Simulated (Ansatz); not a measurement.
Base system: BaTiO₃ in the cubic perovskite structure (space group Pm-3m, No. 221; a = 4.019 Å).

Modification: the cell is scaled by 1.0147 in all directions, atoms relaxed at fixed cell.

Method: plane-wave PAW DFT at the PBE level (Ansatz, a quantum-chemistry and plane-wave program, 420 eV), no spin-orbit coupling.

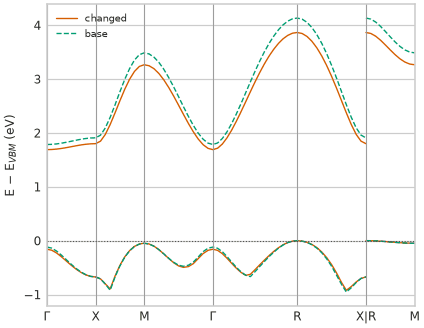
Figure: Highest valence and lowest conduction band along the path, each from its own valence-band maximum

The gap is 1.69 eV, indirect, R → Γ; the base has 1.78 eV.

The cells carry an imposed strain or load. No phonon test of stability was made. The final runs are not spin-polarised. Many cubic perovskites are stable only at high temperature; tilts and polar distortions were not tested. This is not the structure that BaTiO3 has at room temperature and ambient pressure.
